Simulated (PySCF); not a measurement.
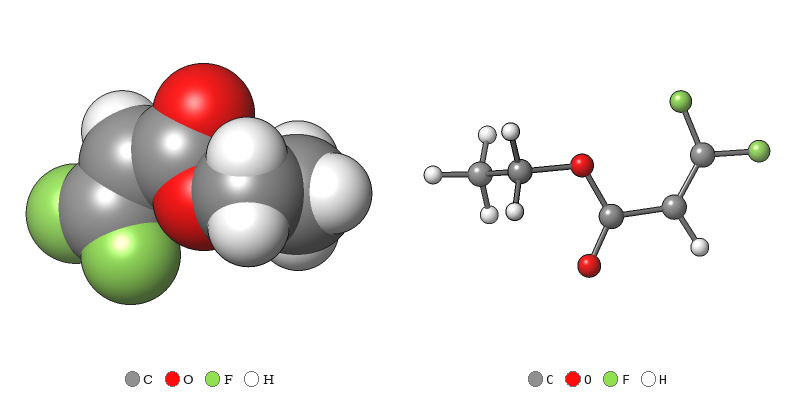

The same structure drawn twice, from different directions.

Question: Count the atoms of each element.

Answer: C5H6F2O2, 15 atoms: 5 carbon, 6 hydrogen, 2 fluorine and 2 oxygen.

Question: Give the symmetry (Schoenflies symbol).

Answer: C1.

The parts below concern this one geometry. Atoms keep their numbers from picture to picture. The computed structure is the end point of a PBE0-D3(BJ)/def2-TZVP optimisation. No frequency run is at hand to confirm it as a minimum.

## NMR shielding

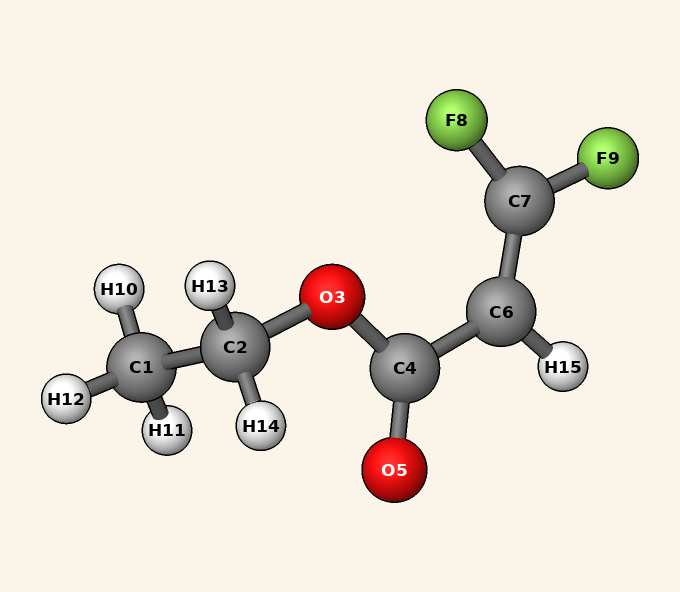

No frequency run is at hand to confirm it as a minimum. Method: GIAO KT3/pcSseg-2 NMR shielding, non-relativistic, gas phase (PySCF 2.14.0). Principal shieldings σ11 ≤ σ22 ≤ σ33, span Ω = σ33 − σ11, skew κ = 3(σiso − σ22)/Ω.

Question: Which F atom has the most anisotropic shielding?

Answer: F8, with a span of 121 ppm.

Give the shielding tensors of the F atoms.

| atom | σ11 | σ22 | σ33 | σiso | Ω | κ |
| --- | --- | --- | --- | --- | --- | --- |
| F8 | 146.3 | 251.3 | 267.7 | 221.8 | 121.5 | −0.73 |
| F9 | 186.7 | 227.9 | 285.5 | 233.4 | 98.8 | 0.17 |

Shieldings and span in ppm.

## Levels of theory compared

No frequency run is at hand to confirm it as a minimum. Program: PySCF 2.14.0.

Compare HOMO energy (eV) at these levels: B97-2/pcSseg-2; KT3/pcSseg-2; PBE0/pcSseg-2; WP04/pcSseg-2 in chloroform (IEF-PCM); ωB97X-D/pcSseg-2; ωB97X-D/pcSseg-2 in chloroform (IEF-PCM).

| level | HOMO energy (eV) |
| --- | --- |
| B97-2/pcSseg-2 | −7.90 |
| KT3/pcSseg-2 | −6.70 |
| PBE0/pcSseg-2 | −8.17 |
| WP04/pcSseg-2 in chloroform (IEF-PCM) | −9.34 |
| ωB97X-D/pcSseg-2 | −10.00 |
| ωB97X-D/pcSseg-2 in chloroform (IEF-PCM) | −9.94 |

## Dipole moment

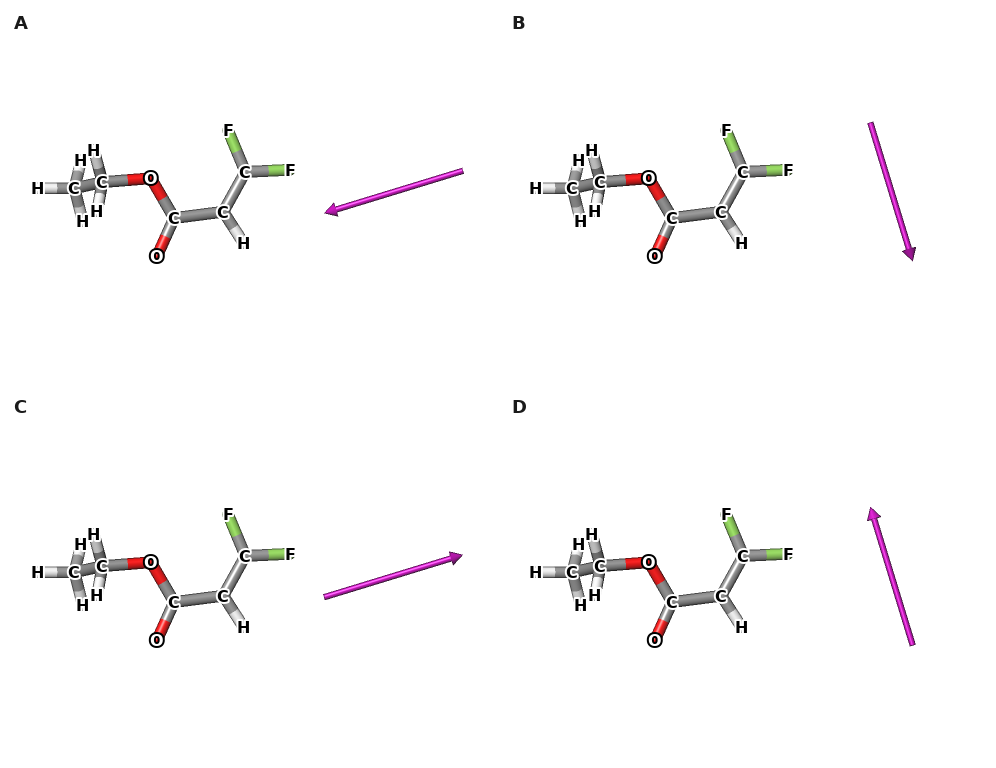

The same molecule four times, each with an arrow. No frequency run is at hand to confirm it as a minimum. Method: ωB97X-D/pcSseg-2, gas phase (PySCF 2.14.0).

Question: Which arrow points along the dipole moment, from the negative to the positive end?

Answer: D. The dipole moment is 1.51 D.

## Bond orders

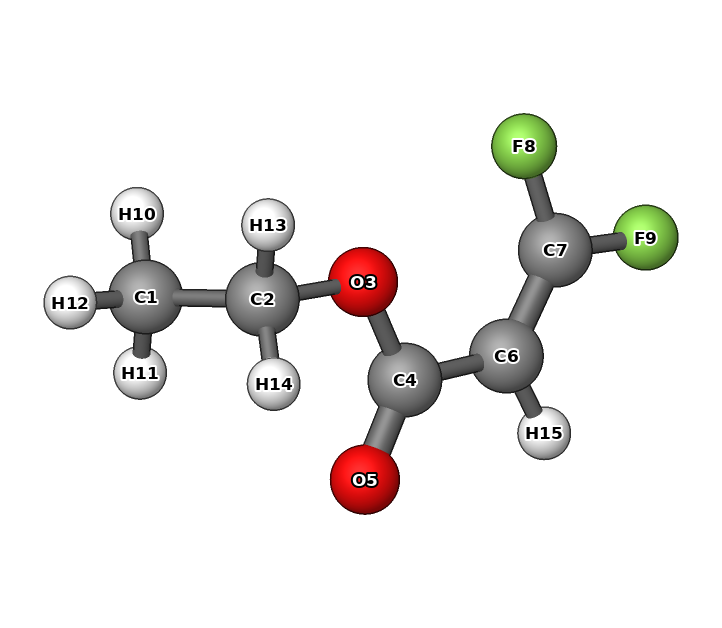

The thickness of each stick grows with its Mayer bond order. No frequency run is at hand to confirm it as a minimum. Level of theory: PBE0/pcSseg-2 (PySCF 2.14.0).

List the Mayer bond orders of C1–C2, C1–H10, C1–H11, C1–H12, C2–O3, C2–H13, C2–H14, O3–C4, C4–O5, C4–C6, C6–C7, C6–H15, C7–F8, C7–F9.

| bond | Mayer order | length (Å) |
| --- | --- | --- |
| C1–C2 | 1.00 | 1.509 |
| C1–H10 | 0.99 | 1.092 |
| C1–H11 | 1.00 | 1.091 |
| C1–H12 | 0.99 | 1.092 |
| C2–O3 | 0.83 | 1.434 |
| C2–H13 | 0.99 | 1.090 |
| C2–H14 | 1.01 | 1.091 |
| O3–C4 | 1.14 | 1.336 |
| C4–O5 | 1.87 | 1.205 |
| C4–C6 | 1.04 | 1.466 |
| C6–C7 | 1.79 | 1.327 |
| C6–H15 | 1.00 | 1.080 |
| C7–F8 | 1.07 | 1.299 |
| C7–F9 | 1.01 | 1.309 |
